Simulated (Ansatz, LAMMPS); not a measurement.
# Structural relaxation of amorphous 75SiO2-25TiO2 (mol %) (96 atoms), part 3 of 4

Wanted: the relaxed structure of amorphous 75SiO2-25TiO2 (mol %) (96 atoms) and its electronic structure.

Ansatz 0.2.0; Kohn-Sham DFT, PBE, PAW (set soft_2), plane waves.

The cell: 24 Si, 8 Ti and 64 O. The quench rate of 50 K/ps is many orders above laboratory rates. The starting topology of bonds comes from the classical model. Only the Γ point is sampled in the main run, in a cell whose shortest periodic width is 11 Å.

So far. Step 4 (Cell and atoms relaxed): The relaxation changed the energy by -57.9 meV/atom, and atoms moved by 0.37 Å r.m.s., 1.1 Å at most.

## Step 6: Single point at the relaxed geometry

One more single point at the end of the walk gives the fuller output and checks the residual forces.

File input.yaml:

```yaml
crystal:
  lattice:
    - [11.46322, 0.12323, -0.05547]
    - [0.12323, 11.04182, 0.55911]
    - [-0.05547, 0.55911, 11.17576]
  atoms:
    - { symbol: Si, position: [0.53349, 0.83335, 0.22004] }
    - { symbol: Si, position: [0.98801, 0.93265, 0.1019] }
    - { symbol: Si, position: [0.30136, 0.93256, 0.29746] }
    - { symbol: Si, position: [0.78201, 0.62064, 0.72087] }
    - { symbol: Si, position: [0.70491, 0.62574, 0.34038] }
    - { symbol: Si, position: [0.06165, 0.89779, 0.37929] }
    - { symbol: Si, position: [0.36393, 0.11543, 0.98097] }
    - { symbol: Si, position: [0.61586, 0.07799, 0.10862] }
    - { symbol: Si, position: [0.01886, 0.49713, 0.11221] }
    - { symbol: Si, position: [0.68821, 0.15178, 0.36291] }
    - { symbol: Si, position: [0.60597, 0.99676, 0.59549] }
    - { symbol: Si, position: [0.23683, 0.88495, 0.0383] }
    - { symbol: Si, position: [0.9393, 0.14458, 0.45749] }
    - { symbol: Si, position: [0.28206, 0.63146, 0.74176] }
    - { symbol: Si, position: [0.03282, 0.42237, 0.39844] }
    - { symbol: Si, position: [0.79551, 0.15352, 0.89925] }
    - { symbol: Si, position: [0.23111, 0.19343, 0.1946] }
    - { symbol: Si, position: [0.24422, 0.61132, 0.01546] }
    - { symbol: Si, position: [0.55246, 0.72886, 0.98625] }
    - { symbol: Si, position: [0.53669, 0.44588, 0.96739] }
    - { symbol: Si, position: [0.3896, 0.41344, 0.16897] }
    - { symbol: Si, position: [0.92006, 0.66599, 0.47965] }
    - { symbol: Si, position: [0.53341, 0.75545, 0.72193] }
    - { symbol: Si, position: [0.87105, 0.01888, 0.69444] }
    - { symbol: Ti, position: [0.70029, 0.37606, 0.19954] }
    - { symbol: Ti, position: [0.6562, 0.36624, 0.72853] }
    - { symbol: Ti, position: [0.28586, 0.41448, 0.54957] }
    - { symbol: Ti, position: [0.35736, 0.11893, 0.69562] }
    - { symbol: Ti, position: [0.55765, 0.41821, 0.43791] }
    - { symbol: Ti, position: [0.95733, 0.23437, 0.10053] }
    - { symbol: Ti, position: [0.13139, 0.89238, 0.63879] }
    - { symbol: Ti, position: [0.84055, 0.69999, 0.99444] }
    - { symbol: O, position: [0.53352, 0.80908, 0.85483] }
    - { symbol: O, position: [0.10958, 0.59924, 0.05656] }
    - { symbol: O, position: [0.64653, 0.54911, 0.45692] }
    - { symbol: O, position: [0.68872, 0.72353, 0.02605] }
    - { symbol: O, position: [0.71164, 0.22096, 0.79135] }
    - { symbol: O, position: [0.09238, 0.18714, 0.21053] }
    - { symbol: O, position: [0.26785, 0.5696, 0.88012] }
    - { symbol: O, position: [0.26432, 0.75612, 0.98875] }
    - { symbol: O, position: [0.36965, 0.17436, 0.84171] }
    - { symbol: O, position: [0.86488, 0.04621, 0.83361] }
    - { symbol: O, position: [0.58215, 0.3427, 0.5886] }
    - { symbol: O, position: [0.41083, 0.68572, 0.70872] }
    - { symbol: O, position: [0.02847, 0.47556, 0.25895] }
    - { symbol: O, position: [0.97871, 0.28472, 0.42457] }
    - { symbol: O, position: [0.03029, 0.02405, 0.44393] }
    - { symbol: O, position: [0.73983, 0.97929, 0.65157] }
    - { symbol: O, position: [0.48685, 0.1142, 0.05494] }
    - { symbol: O, position: [0.82562, 0.11158, 0.3788] }
    - { symbol: O, position: [0.32196, 0.54513, 0.12856] }
    - { symbol: O, position: [0.77689, 0.47296, 0.72381] }
    - { symbol: O, position: [0.67203, 0.29735, 0.3776] }
    - { symbol: O, position: [0.88381, 0.24863, 0.94794] }
    - { symbol: O, position: [0.48197, 0.78592, 0.09585] }
    - { symbol: O, position: [0.25518, 0.52352, 0.65766] }
    - { symbol: O, position: [0.16647, 0.4099, 0.44674] }
    - { symbol: O, position: [0.72996, 0.52431, 0.2475] }
    - { symbol: O, position: [0.85748, 0.67663, 0.60645] }
    - { symbol: O, position: [0.10393, 0.93616, 0.0162] }
    - { symbol: O, position: [0.50784, 0.07841, 0.65971] }
    - { symbol: O, position: [0.20625, 0.888, 0.40624] }
    - { symbol: O, position: [0.40631, 0.46736, 0.46217] }
    - { symbol: O, position: [0.84148, 0.30431, 0.18697] }
    - { symbol: O, position: [0.6085, 0.72702, 0.29372] }
    - { symbol: O, position: [0.54722, 0.86222, 0.61016] }
    - { symbol: O, position: [0.43141, 0.37244, 0.03757] }
    - { symbol: O, position: [0.18662, 0.74707, 0.70439] }
    - { symbol: O, position: [0.04217, 0.37336, 0.05156] }
    - { symbol: O, position: [0.32839, 0.97513, 0.96781] }
    - { symbol: O, position: [0.92868, 0.06433, 0.10303] }
    - { symbol: O, position: [0.6212, 0.94302, 0.17951] }
    - { symbol: O, position: [0.90734, 0.82999, 0.05098] }
    - { symbol: O, position: [0.29543, 0.31694, 0.22899] }
    - { symbol: O, position: [0.31453, 0.25229, 0.60435] }
    - { symbol: O, position: [0.90828, 0.13534, 0.60051] }
    - { symbol: O, position: [0.23523, 0.00187, 0.67101] }
    - { symbol: O, position: [0.64463, 0.66426, 0.71257] }
    [... 12 atom lines left out ...]
    - { symbol: O, position: [0.70706, 0.09164, 0.00089] }
    - { symbol: O, position: [0.5069, 0.41646, 0.25512] }
    - { symbol: O, position: [0.84382, 0.67327, 0.83604] }
    - { symbol: O, position: [0.26173, 0.17802, 0.05358] }
    - { symbol: O, position: [0.2538, 0.87075, 0.18286] }
    - { symbol: O, position: [0.64534, 0.16356, 0.21897] }
kpoints:
  mp_grid: { grid: [1, 1, 1] }
hamiltonian:
  xc: pbe
scf:
  occupations: { method: fermi_dirac, width: 0.025 }
output:
  forces: true
  stress: true
  populations: true
  dos:
    method: { smearing: { sigma: 0.08 } }
    de: 0.05
    projected: { site_lists: { O: [O], Si: [Si], Ti: [Ti] } }
  eigenvalues: true
  write_density: true
  write_potential: true
  volumetric_format: npy
```

On the command line:

```sh
$ ansatz run input.yaml --threads 4 --pin off --max-ram 8192MiB --backend cpu --events-out ev --progress --plain --runs-dir out
```

Numbers of over 12 decimals in the logs are rounded to 6 here.

Log:

```text
[...]
Crystal: 96 atoms, lattice volume = 1410.775 Å³
Basis set: ecut = 420 eV, 27555 PW (Γ), exchange–correlation on 160×150×150 points (8 copies of the dense FFT grid, shifted against one another)
Bands: 384, of which v1, the nominal top of the filled ones, is band 288 counted from 1 (287 counted from 0)
Symmetry: 1 space group operations
[...]
k-points: 1
[...]
SCF iter   1: F=—  HF=-71678.767094 eV  |F-HF|=—  |Δ(HF+E_count)|=         —  Δρ=3.23e-3  dr2=2.26e-1  ethr=1.77e-3  ⟨swp⟩=5.0  Hψ=1547  notcnv=0  defer=58
[...]
SCF iter  12: F=-71678.753747 eV  HF=-71678.753747 eV  |F-HF|=1.85e-8  |Δ(HF+E_count)|=   4.09e-8  Δρ=1.80e-6  dr2=5.18e-8  ethr=1.74e-11  ⟨swp⟩=19.0  Hψ=3216  notcnv=0
SCF 1 converged in 12 iterations: F = -71678.753747 eV  dr2 = 5.18e-8
[...]
WARN: The input density's exchange-correlation potential varies sharply where the density is thin. Do not read a vacuum level from v_tot or v_xc, or from such a field of the output density. On a cell that repeats whose density bears no net charge and no dipole along the vacuum's axis use v_es (v_loc + v_h of the components); [...]
SCF converged after 12 iterations
Free energy (F): -71678.753747 eV
[...]
Internal energy: -71678.753747 eV  (E = F + TS)
E sigma→0 (E₀):  -71678.753747 eV
Fermi energy:    3.685848 eV
[...]
--- Forces (eV/Å), atoms counted from 1 ---
  atom   1  Si     0.00324076     0.00005369    -0.00378186
  atom   2  Si     0.00245839    -0.00395598    -0.00193996
  atom   3  Si     0.00573564    -0.00084154    -0.00826950
  atom   4  Si     0.00385521    -0.00213954    -0.00128575
  atom   5  Si     0.00407271    -0.00332260    -0.00526952
  atom   6  Si    -0.00759547    -0.01925246    -0.01134855
  atom   7  Si    -0.00040953     0.00054704    -0.01075504
  atom   8  Si     0.00807041     0.00681814    -0.00385941
  atom   9  Si    -0.00368003     0.00235456    -0.00049581
  atom  10  Si    -0.00333870     0.00239628     0.00890984
  atom  11  Si     0.00661194     0.00633462    -0.00219774
  atom  12  Si     0.00098610     0.00863783    -0.01312840
  atom  13  Si    -0.01537564     0.01753134     0.00773813
  atom  14  Si    -0.01171705     0.01711711    -0.00480876
[...]
atom  95  O      0.00251746     0.00225861     0.00936696
  atom  96  O      0.00035420    -0.00008683    -0.00287176
  max |Σ_I F_I| component: 1.44e-4 eV/Å
--- Stress (GPa, compression-positive) ---
       -0.006685      -0.000557       0.007602
       -0.000557       0.000359      -0.003431
        0.007603      -0.003431       0.010851
  P = ⅓ Tr σ = 0.0015 GPa (0.015 kbar)
--- Band table (eV) ---
[...]
--- Löwdin populations: 96 sites ---
  site symbol       q [e]
     0     Si      2.2083
     1     Si      2.2568
     2     Si      2.2318
[...]
95      O      6.7773
  spilling = 0.010385 (of n_electrons = 576.000000)
```

Wall time 18 s (4 threads of Intel Xeon Platinum 8488C (Sapphire Rapids), shared host); peak memory 1.9 GiB; 65 s of CPU time.

The program notes that the exchange-correlation potential is rough where the density is thin.

Read from the output:

```yaml
free_energy: -71678.7537 eV
free_energy_per_atom: -746.6537 eV/atom
scf_cycles: 12
pressure: 0.001509 GPa
r_m_s_force_component: 0.00689 eV/Å
longest_force: 0.03015 eV/Å
fermi_energy: 3.686 eV
spacing_of_highest_filled_and_lowest_empty_level: 2.177 eV
spilling_of_the_projection: 0.01039
```

Löwdin charges by element and coordination (they lack the spilled electrons, 0.062 e an atom on average):

```
element  coordination  atoms  mean charge (e)  spread   least    most
      O           all     64           -0.743  0.0629  -0.818  -0.563
      O             2     61           -0.740  0.0635  -0.805  -0.563
      O             3      3           -0.788  0.0219  -0.818  -0.768
     Si           all     24             1.76  0.0224    1.72    1.79
     Ti           all      8             1.42  0.0201    1.39    1.44
     Ti             3      1             1.44       0    1.44    1.44
     Ti             4      4             1.42  0.0107    1.41    1.43
     Ti             5      2             1.41  0.0256    1.39    1.44
     Ti             6      1             1.39       0    1.39    1.39
```

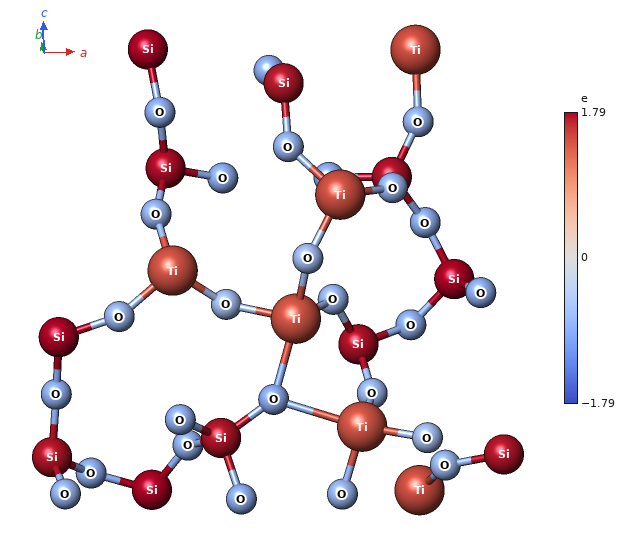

Atoms coloured by Löwdin charge. Drawn is a slice 4 Å thick, seen along the normal of the ac plane.

States in the cell by windows of 1 eV, zero at the Fermi level; the larger projections on atomic orbitals stand beside the total:

```
from (eV)  to (eV)  total   O p  Ti d  Si p
      -14      -11    0.0   0.0   0.0   0.0
      -11      -10    8.2   5.4   0.0   0.3
      -10       -9   14.5   9.7   0.1   0.9
       -9       -8   14.4  10.1   0.1   1.5
       -8       -7   25.0  18.8   0.2   4.4
       -7       -6   30.3  22.7   1.5   4.4
       -6       -5   38.3  29.2   2.9   3.7
       -5       -4   69.5  57.8   5.1   3.1
       -4       -3   84.7  75.7   4.3   2.0
       -3       -2   74.0  69.3   2.0   1.0
       -2       -1   24.9  23.8   0.4   0.2
       -1        0    0.2   0.2   0.0   0.0
        0        1    0.0   0.0   0.0   0.0
        1        2    8.5   1.2   6.8   0.1
        2        3   27.2   4.0  21.2   0.5
        3        4   27.1   4.5  17.9   0.6
        4        5   17.2   3.5   9.8   0.8
```

Between -26 and -14 eV lie 128 more states.

About 64 of the 576 electrons lie in deeper levels, below the stored range.

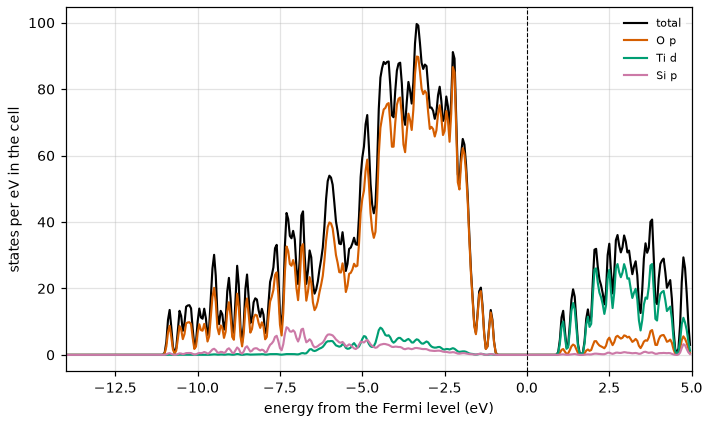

Total and projected density of states, with the broadening of the input.

The levels nearest the highest filled one (over half full), pooled over k-points and spins:

```
level less the highest filled one (eV)  occupation
                                -0.705           2
                                -0.660           2
                                -0.570           2
                                -0.369           2
                                -0.281           2
                                     0           2
                                  2.18           0
                                  2.45           0
                                  2.54           0
                                  2.93           0
                                  3.11           0
                                  3.16           0
```

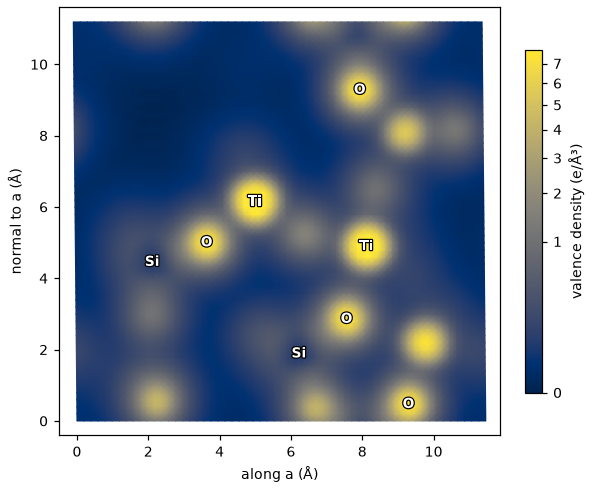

Valence density in the ac plane at fractional y = 0.410, with atoms of Si and Ti and O within 0.2 Å of it. It is the smooth field of the valence electrons, not physical close to the nuclei. The map starts off the cell's origin, so that atoms lie inside it. The colour scale is stretched toward low values.

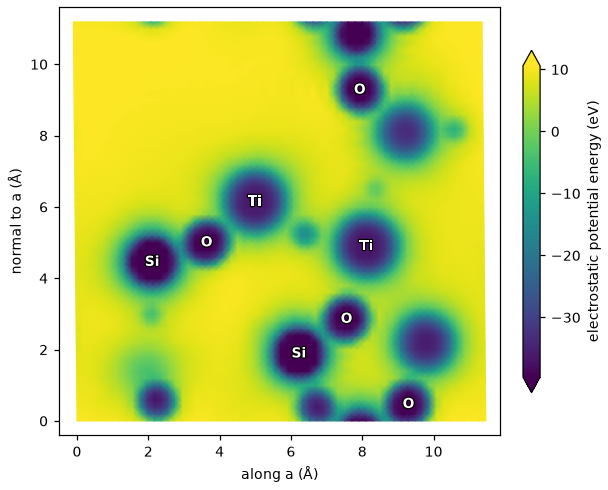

Electrostatic potential energy in the ac plane at fractional y = 0.410, with atoms of Si and Ti and O within 0.2 Å of it. With pseudopotentials it is smooth inside the atoms' cores, unlike the true potential. The map starts off the cell's origin, so that atoms lie inside it.

Mean Löwdin charges: O -0.74, Si +1.76, Ti +1.42 e (they miss 1.0 % of the electrons, so they add up to more than the cell's charge). The largest share in the top eV of filled states is O p (97 % of the projected weight), and in the lowest eV of empty states Ti d (82 % of the projected weight).

A closer look about O92, which has 3 bonded neighbours where the commonest count for O is 2: 10 atoms, nearest first, numbered in the order of the input, with positions taken from that point.

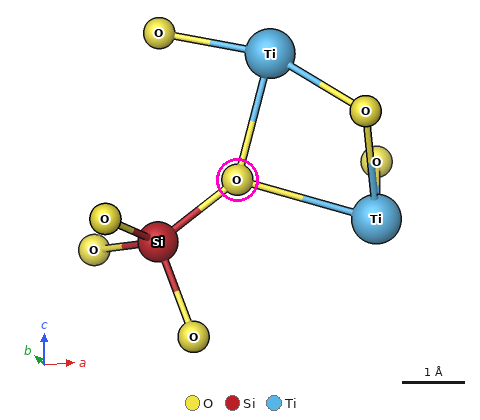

The atoms of the table, within 2.8 Å (arrows a, b, c point along x, y, z); some may hide others; the central atom is ringed.

```
atom      x      y      z  distance (Å)  bonds  Löwdin charge (e)
 O92   0.00   0.00   0.00          0.00      3              -0.82
Si21  -1.34  -0.10  -0.96          1.65      4               1.73
Ti29   0.57   0.13   2.04          2.12      5               1.39
Ti25   2.21  -0.45  -0.65          2.35      6               1.39
 O53   1.87  -1.23   1.29          2.58      3              -0.77
 O67  -0.86  -0.62  -2.45          2.67      2              -0.78
 O63  -1.16   0.67   2.35          2.70      2              -0.57
 O74  -2.43  -1.14  -0.34          2.71      2              -0.78
 O51  -2.10   1.33  -1.33          2.82      2              -0.78
 O58   2.57   1.21  -0.04          2.84      2              -0.67
```

The column of bonds counts only the pairs O-Si within 2.08 Å, O-Ti within 2.64 Å; other neighbours, such as metal atoms beside each other in a compound, aren't counted, and periodic images can show an atom twice.

## Step 7: K-mesh 2×2×2

Large cells are often run on few k-points; this run checks whether the reference had enough.

input.yaml: that of step 6 with these lines changed.

```diff
@@ -8,3 +8,3 @@
 kpoints:
-  mp_grid: { grid: [1, 1, 1] }
+  mp_grid: { grid: [2, 2, 2] }
 hamiltonian:
@@ -22,4 +22 @@
   eigenvalues: true
-  write_density: true
-  write_potential: true
-  volumetric_format: npy
```

Log:

```text
[...]
Crystal: 96 atoms, lattice volume = 1410.775 Å³
Basis set: ecut = 420 eV, 27555 PW (Γ), exchange–correlation on 160×150×150 points (8 copies of the dense FFT grid, shifted against one another)
Bands: 384, of which v1, the nominal top of the filled ones, is band 288 counted from 1 (287 counted from 0)
Symmetry: 1 space group operations
[...]
k-points: 8
[...]
SCF iter   1: F=—  HF=-71678.816050 eV  |F-HF|=—  |Δ(HF+E_count)|=         —  Δρ=3.23e-3  dr2=2.25e-1  ethr=1.77e-3  ⟨swp⟩=5.0  Hψ=12374  notcnv=0  defer=443
[...]
SCF iter  11: F=—  HF=-71678.803335 eV  |F-HF|=—  |Δ(HF+E_count)|=   8.12e-9  Δρ=3.20e-6  dr2=1.51e-7  ethr=2.37e-10  ⟨swp⟩=2.0  Hψ=4528  notcnv=0  defer=736
SCF iter  12: F=-71678.803335 eV  HF=-71678.803335 eV  |F-HF|=1.80e-8  |Δ(HF+E_count)|=   4.06e-8  Δρ=1.79e-6  dr2=5.10e-8  ethr=1.74e-11  ⟨swp⟩=14.6  Hψ=17275  notcnv=0
SCF 1 converged in 12 iterations: F = -71678.803335 eV  dr2 = 5.10e-8
[...]
SCF converged after 12 iterations
Free energy (F): -71678.803335 eV
[...]
Internal energy: -71678.803335 eV  (E = F + TS)
E sigma→0 (E₀):  -71678.803335 eV
Fermi energy:    3.686163 eV
[...]
Σ components = -71678.803335   (vs F -71678.803335, Δ=0.00e0)
--- Forces (eV/Å), atoms counted from 1 ---
  atom   1  Si     0.00167353     0.00087046    -0.00533786
  atom   2  Si     0.00373072    -0.01000360    -0.00510979
  atom   3  Si     0.00348656    -0.00206290    -0.00667786
  atom   4  Si     0.00338799    -0.00547082    -0.00075502
[...]
atom  96  O      0.00193854     0.00457342    -0.00510559
  max |Σ_I F_I| component: 1.42e-4 eV/Å
--- Stress (GPa, compression-positive) ---
       -0.000453      -0.002768       0.007399
       -0.002768       0.001197      -0.006478
        0.007400      -0.006478       0.006565
  P = ⅓ Tr σ = 0.0024 GPa (0.024 kbar)
--- Band table (eV; the first three rows and the last of 8) ---
[...]
--- Löwdin populations: 96 sites ---
  site symbol       q [e]
     0     Si      2.2080
     1     Si      2.2567
     2     Si      2.2318
[...]
95      O      6.7775
  spilling = 0.010385 (of n_electrons = 576.000000)
```

Run time: 2.5 min. Hardware: 4 threads; peak memory 6.3 GiB.

The program notes that it cut back its work space to fit the memory limit.

Geometry and reference: those of the single point at the relaxed geometry.

Forces differ from those of the single point at the relaxed geometry by 3.8 meV/Å r.m.s.; the energy by -0.52 meV/atom. It took 2.5 min and 12 cycles; the reference's time can't be set against it, since the two runs asked for unlike analyses.

(Part 3 of 4 ends here.)

[Logs are printed without paths, hosts, clocks, repeated set-up lines and the standing remarks that a program may print on its own settings, such as how far it seeks lower states.]

[Hosts, paths, dates, database ids (printed as entryN), source tags and the programs' standing remarks are cut or masked in the printed files.]
